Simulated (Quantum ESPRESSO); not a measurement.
## Ba2Fe2Se2OF2: parallel and opposed starts

A self-consistent run ends on one state, which hangs on the start. Several orders of Ba2Fe2Se2OF2 are started in Quantum ESPRESSO and their energies compared.

Method: LDA; plane waves with GBRV 1.5 LDA potentials, no spin-orbit coupling, in Quantum ESPRESSO 7.5.

**1. The structure**

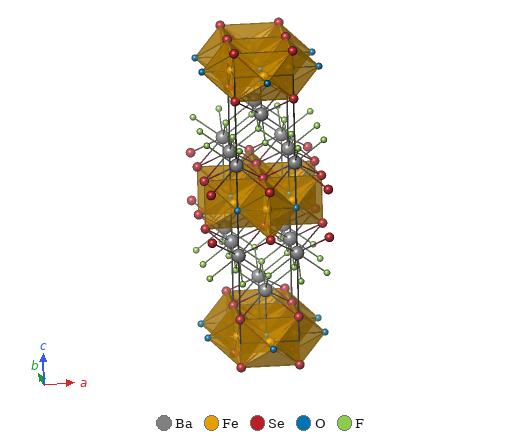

Start, viewed slightly off an axis; barium grey, iron orange, selenium red, oxygen blue, fluorine green. 1×2×1 cells are drawn. This picture shows the conventional cell, with its axes. Some periodic images of atoms are drawn too.

Coordinates:

```cif
data_structure
_symmetry_space_group_name_H-M 'P 1'
_symmetry_Int_Tables_number 1
_cell_length_a 10.2017
_cell_length_b 10.2017
_cell_length_c 10.2017
_cell_angle_alpha 156.273
_cell_angle_beta 156.273
_cell_angle_gamma 33.804
_cell_volume 171.74
loop_
_atom_site_label
_atom_site_type_symbol
_atom_site_fract_x
_atom_site_fract_y
_atom_site_fract_z
_atom_site_occupancy
Ba1 Ba 0.66943 0.66943 0.00000 1
Ba2 Ba 0.33058 0.33058 0.00000 1
Fe3 Fe 0.00000 0.50000 0.50000 1
Fe4 Fe 0.50000 0.00000 0.50000 1
Se5 Se 0.08982 0.08982 0.00000 1
Se6 Se 0.91018 0.91018 0.00000 1
O7 O 0.50000 0.50000 0.00000 1
F8 F 0.25000 0.75000 0.50000 1
F9 F 0.75000 0.25000 0.50000 1
```

The cell comes from the Crystallography Open Database.

**2. Run 1 (ferro ++)**

The signs are those of the starting moments on the seeded atoms, the atoms that are given a moment.

The input, pw.in:

```
&CONTROL
  calculation = 'scf'
  prefix = 'pwscf'
  outdir = './tmp'
  pseudo_dir = './pseudo'
  disk_io = 'nowf'
/
&SYSTEM
  ibrav = 0
  celldm(1) = 8
  nat = 9
  ntyp = 5
  ecutwfc = 40
  ecutrho = 280
  nbnd = 59
  occupations = 'smearing'
  smearing = 'fd'
  degauss = 0.00367493
  nspin = 2
  starting_magnetization(1) = 0
  starting_magnetization(2) = 0.25
  starting_magnetization(3) = 0
  starting_magnetization(4) = 0
  starting_magnetization(5) = 0
/
&ELECTRONS
  conv_thr = 1.8d-08
  electron_maxstep = 150
  mixing_beta = 0.3
/
ATOMIC_SPECIES
Ba    137.3270 ba_lda_v1.uspp.F.UPF
Fe     55.8450 fe_lda_v1.5.uspp.F.UPF
Se     78.9710 se_lda_v1.uspp.F.UPF
O      15.9990 o_lda_v1.2.uspp.F.UPF
F      18.9984 f_lda_v1.4.uspp.F.UPF
CELL_PARAMETERS alat
  -0.4954153251472    0.4954153251472    2.3057020878090
   0.4954153251472   -0.4954153251472    2.3057020878090
   0.4954153251472    0.4954153251472   -2.3057020878090
ATOMIC_POSITIONS crystal
Ba      0.6694250000    0.6694250000    0.0000000000
Ba      0.3305750000    0.3305750000    0.0000000000
Fe      0.0000000000    0.5000000000    0.5000000000
Fe      0.5000000000    0.0000000000    0.5000000000
Se      0.0898200000    0.0898200000    0.0000000000
Se      0.9101800000    0.9101800000    0.0000000000
O       0.5000000000    0.5000000000    0.0000000000
F       0.2500000000    0.7500000000    0.5000000000
F       0.7500000000    0.2500000000    0.5000000000
K_POINTS automatic
6 6 6 0 0 0
```

Run with:

```bash
$ OMP_NUM_THREADS=1 mpirun -n 4 pw.x -nk 4 -in pw.in > pw.out
```

What it wrote:

```text
Program PWSCF v.7.5 starts

     Message from routine setup:
     using ibrav=0 with symmetry is DISCOURAGED, use correct ibrav instead

     K-points division:     npool     =       4
     Subspace diagonalization in iterative solution of the eigenvalue problem:

     G-vector sticks info
     --------------------
     sticks:   dense  smooth     PW     G-vecs:    dense   smooth      PW
     Sum        4611    2629    911                91755    39539    8099

     Using Slab Decomposition

     bravais-lattice index     =            0
     lattice parameter (alat)  =       8.0000  a.u.
     unit-cell volume          =    1158.9695 (a.u.)^3
     number of atoms/cell      =            9
     number of atomic types    =            5
     number of electrons       =        84.00
     number of Kohn-Sham states=           59
     kinetic-energy cutoff     =      40.0000  Ry
     charge density cutoff     =     280.0000  Ry
     scf convergence threshold =      1.8E-08
     mixing beta               =       0.3000
     number of iterations used =            8  plain     mixing
     Exchange-correlation=  SLA  PZ   NOGX NOGC
                           (   1   1   0   0   0   0   0)

     celldm(1)=   8.000000  celldm(2)=   0.000000  celldm(3)=   0.000000
     celldm(4)=   0.000000  celldm(5)=   0.000000  celldm(6)=   0.000000

     crystal axes: (cart. coord. in units of alat)
               a(1) = (  -0.495415   0.495415   2.305702 )
               a(2) = (   0.495415  -0.495415   2.305702 )
               a(3) = (   0.495415   0.495415  -2.305702 )

     reciprocal axes: (cart. coord. in units 2 pi/alat)
               b(1) = (  0.000000  1.009254  0.216854 )
               b(2) = (  1.009254  0.000000  0.216854 )
               b(3) = (  1.009254  1.009254  0.000000 )

     PseudoPot. # 1 for Ba read from file:
     ba_lda_v1.uspp.F.UPF
     Pseudo is Ultrasoft + core correction, Zval = 10.0
     Generated by new atomic code, or converted to UPF format
     Using radial grid of  907 points,  7 beta functions with:
                l(1) =   0
                l(2) =   0
                l(3) =   1
                l(4) =   1
                l(5) =   2
                l(6) =   2
                l(7) =   3
     Q(r) pseudized with  6 coefficients,  rinner =    1.700   1.700   1.700
                                                       1.700   1.700   1.700
                                                       1.700

     PseudoPot. # 2 for Fe read from file:
     fe_lda_v1.5.uspp.F.UPF
     Pseudo is Ultrasoft + core correction, Zval = 16.0
     Generated by new atomic code, or converted to UPF format
     Using radial grid of  861 points,  6 beta functions with:
                l(1) =   0
                l(2) =   0
                l(3) =   1
                l(4) =   1
                l(5) =   2
                l(6) =   2
     Q(r) pseudized with  8 coefficients,  rinner =    1.000   1.000   1.000
                                                       1.000   1.000

     PseudoPot. # 3 for Se read from file:
     se_lda_v1.uspp.F.UPF
     Pseudo is Ultrasoft + core correction, Zval =  6.0
     Generated by new atomic code, or converted to UPF format
     Using radial grid of  877 points,  6 beta functions with:
                l(1) =   0
                l(2) =   0
                l(3) =   1
                l(4) =   1
                l(5) =   2
                l(6) =   2
     Q(r) pseudized with  8 coefficients,  rinner =    1.300   1.300   1.300
                                                       1.300   1.300

     PseudoPot. # 4 for O  read from file:
     o_lda_v1.2.uspp.F.UPF
     Pseudo is Ultrasoft + core correction, Zval =  6.0
     Generated by new atomic code, or converted to UPF format
     Using radial grid of  737 points,  5 beta functions with:
                l(1) =   0
                l(2) =   0
                l(3) =   1
                l(4) =   1
                l(5) =   2
     Q(r) pseudized with  8 coefficients,  rinner =    0.900   0.900   0.900
                                                       0.900   0.900

     PseudoPot. # 5 for F  read from file:
     f_lda_v1.4.uspp.F.UPF
     Pseudo is Ultrasoft, Zval =  7.0
     Generated by new atomic code, or converted to UPF format
     Using radial grid of  799 points,  4 beta functions with:
                l(1) =   0
                l(2) =   0
                l(3) =   1
                l(4) =   1
     Q(r) pseudized with  8 coefficients,  rinner =    0.950   0.950   0.950

     atomic species   valence    mass     pseudopotential
     Ba               10.00   137.32700     Ba( 1.00)
     Fe               16.00    55.84500     Fe( 1.00)
     Se                6.00    78.97100     Se( 1.00)
     O                 6.00    15.99900     O ( 1.00)
     F                 7.00    18.99840     F ( 1.00)

     Starting magnetic structure
     atomic species   magnetization
     Ba              0.000
     Fe              0.250
     Se              0.000
     O               0.000
     F               0.000

     16 Sym. Ops., with inversion, found

   Cartesian axes

     site n.     atom                  positions (alat units)
         1        Ba     tau(   1) = (  -0.0000000   0.0000000   3.0869892  )
         2        Ba     tau(   2) = (   0.0000000  -0.0000000   1.5244149  )
         3        Fe     tau(   3) = (   0.4954153   0.0000000   0.0000000  )
         4        Fe     tau(   4) = (   0.0000000   0.4954153   0.0000000  )
         5        Se     tau(   5) = (  -0.0000000   0.0000000   0.4141963  )
         6        Se     tau(   6) = (  -0.0000000   0.0000000   4.1972079  )
         7        O      tau(   7) = (   0.0000000   0.0000000   2.3057021  )
         8        F      tau(   8) = (   0.4954153   0.0000000   1.1528510  )
         9        F      tau(   9) = (   0.0000000   0.4954153   1.1528510  )

     number of k points=    30  Fermi-Dirac smearing, width (Ry)=  0.0037
                       cart. coord. in units 2pi/alat
        k(    1) = (   0.0000000   0.0000000   0.0000000), wk =   0.0046296
        k(    2) = (   0.1682090   0.1682090   0.0000000), wk =   0.0185185
        k(    3) = (   0.3364181   0.3364181   0.0000000), wk =   0.0185185
        k(    4) = (  -0.5046271  -0.5046271   0.0000000), wk =   0.0092593
        k(    5) = (   0.1682090   0.0000000   0.0361423), wk =   0.0370370
        [... 25 further k-points ...]

     Dense  grid:    91755 G-vectors     FFT dimensions: ( 108, 108, 108)

     Smooth grid:    39539 G-vectors     FFT dimensions: (  80,  80,  80)

     Check: negative core charge=   -0.000013
     Generating pointlists ...
     new r_m :   0.2554 (alat units)  2.0436 (a.u.) for type    1
     new r_m :   0.2044 (alat units)  1.6349 (a.u.) for type    2
     new r_m :   0.2664 (alat units)  2.1310 (a.u.) for type    3
     new r_m :   0.2044 (alat units)  1.6349 (a.u.) for type    4
     new r_m :   0.2554 (alat units)  2.0436 (a.u.) for type    5

     Initial potential from superposition of free atoms

     starting charge      81.9744, renormalised to      84.0000

     negative rho (up, down):  1.004E-01 1.004E-01
     Starting wfcs are   72 randomized atomic wfcs

     Self-consistent Calculation

     iteration #  1     ecut=    40.00 Ry     beta= 0.30
     Davidson diagonalization with overlap
     ethr =  1.00E-02,  avg # of iterations =  4.8

     negative rho (up, down):  9.607E-02 9.609E-02

     total energy              =    -817.87459524 Ry
     estimated scf accuracy    <      88.55799932 Ry

     total magnetization       =     0.17 Bohr mag/cell
     absolute magnetization    =     0.96 Bohr mag/cell

     iteration #  2     ecut=    40.00 Ry     beta= 0.30
     Davidson diagonalization with overlap
     ethr =  1.00E-02,  avg # of iterations =  7.5

     negative rho (up, down):  7.071E-02 7.097E-02

     total energy              =    -832.00782633 Ry
     estimated scf accuracy    <     620.39779013 Ry

     total magnetization       =     0.02 Bohr mag/cell
     absolute magnetization    =     0.19 Bohr mag/cell

     iteration #  3     ecut=    40.00 Ry     beta= 0.30
     Davidson diagonalization with overlap
     ethr =  1.00E-02,  avg # of iterations =  7.7

     negative rho (up, down):  7.493E-02 7.509E-02

     total energy              =    -857.32142285 Ry
     estimated scf accuracy    <      31.37470529 Ry

     total magnetization       =     3.45 Bohr mag/cell
     absolute magnetization    =     3.76 Bohr mag/cell

     [... further iterations left out ...]

     iteration # 14     ecut=    40.00 Ry     beta= 0.30
     Davidson diagonalization with overlap
     ethr =  1.06E-08,  avg # of iterations =  2.1

     negative rho (up, down):  9.029E-02 9.055E-02

     total energy              =    -857.90782276 Ry
     estimated scf accuracy    <       0.00000277 Ry

     total magnetization       =     7.98 Bohr mag/cell
     absolute magnetization    =     8.01 Bohr mag/cell

     iteration # 15     ecut=    40.00 Ry     beta= 0.30
     Davidson diagonalization with overlap
     ethr =  3.30E-09,  avg # of iterations =  2.2

     negative rho (up, down):  9.029E-02 9.055E-02

     total energy              =    -857.90782366 Ry
     estimated scf accuracy    <       0.00000039 Ry

     total magnetization       =     7.98 Bohr mag/cell
     absolute magnetization    =     8.01 Bohr mag/cell

     iteration # 16     ecut=    40.00 Ry     beta= 0.30
     Davidson diagonalization with overlap
     ethr =  4.59E-10,  avg # of iterations =  3.3

     negative rho (up, down):  9.031E-02 9.056E-02

     total energy              =    -857.90782381 Ry
     estimated scf accuracy    <       0.00000013 Ry

     total magnetization       =     7.98 Bohr mag/cell
     absolute magnetization    =     8.01 Bohr mag/cell

     iteration # 17     ecut=    40.00 Ry     beta= 0.30
     Davidson diagonalization with overlap
     ethr =  1.54E-10,  avg # of iterations =  3.3

     negative rho (up, down):  9.031E-02 9.057E-02

     Magnetic moment per site  (integrated on atomic sphere of radius R)
     atom   1 (R=0.255)  charge=  6.2465  magn=  0.0121
     atom   2 (R=0.255)  charge=  6.2465  magn=  0.0121
     atom   3 (R=0.204)  charge= 13.4091  magn=  3.2239
     atom   4 (R=0.204)  charge= 13.4091  magn=  3.2239
     atom   5 (R=0.266)  charge=  4.3781  magn=  0.1945
     atom   6 (R=0.266)  charge=  4.3781  magn=  0.1945
     atom   7 (R=0.204)  charge=  5.6083  magn=  0.3155
     atom   8 (R=0.255)  charge=  7.3503  magn=  0.0044
     atom   9 (R=0.255)  charge=  7.3503  magn=  0.0044

     End of self-consistent calculation

     [... lines left out ...]
     the Fermi energy is     9.2565 ev

!    total energy              =    -857.90782386 Ry
     estimated scf accuracy    <       0.00000001 Ry
     smearing contrib. (-TS)   =      -0.00221843 Ry
     internal energy E=F+TS    =    -857.90560543 Ry

     The total energy is F=E-TS. E is the sum of the following terms:
     one-electron contribution =    -582.58284604 Ry
     hartree contribution      =     330.74452184 Ry
     xc contribution           =    -197.50392762 Ry
     ewald contribution        =    -408.56335361 Ry

     total magnetization       =     7.98 Bohr mag/cell
     absolute magnetization    =     8.01 Bohr mag/cell

     convergence has been achieved in  17 iterations

=------------------------------------------------------------------------------=
   JOB DONE.
=------------------------------------------------------------------------------=
```

The job ended after 11 min (4 MPI ranks of Arm Neoverse V1, shared host; peak memory 1.7 GiB).

Spin moment in the atom's sphere by atom:

```csv
atom,spin moment in the atom's sphere (μB)
Ba1,0.01
Ba2,0.01
Fe3,3.22
Fe4,3.22
Se5,0.19
Se6,0.19
O7,0.32
F8,0.00
F9,0.00
```

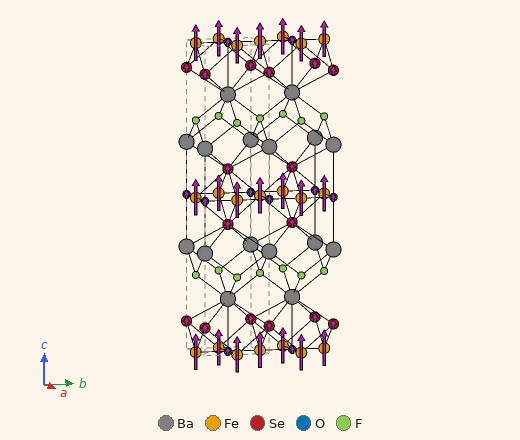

Spin moment in the atom's sphere as arrows, the longest 3.22 μB. Up and down stand for the sign. Arrows give size and sign along the axis of quantisation, drawn up and down the page. Each arrow also spans its atom, so small moments look longer than they are. 1×2×1 conventional cells are drawn. Some periodic images of atoms are drawn too.

This step gave:

- smearing term TS: 0.03018 eV
- magnetization: 7.984 μB
- absolute magnetization: 8.014 μB
- final state: ferromagnetic

[end of part 1 of 2]

[Logs and program files are shortened in this print: banners, set-up blocks, solver, clock and traceback lines can be left out without a mark of their own.]

[Logs are printed without paths, hosts, clocks, repeated set-up lines and the standing remarks that a program may print on its own settings, such as how far it seeks lower states.]

[Hosts, paths, dates, database ids (printed as entryN), source tags and the programs' standing remarks are cut or masked in the printed files.]

[Where a cell is said to come from a database of computed structures, the database is the Materials Project.]
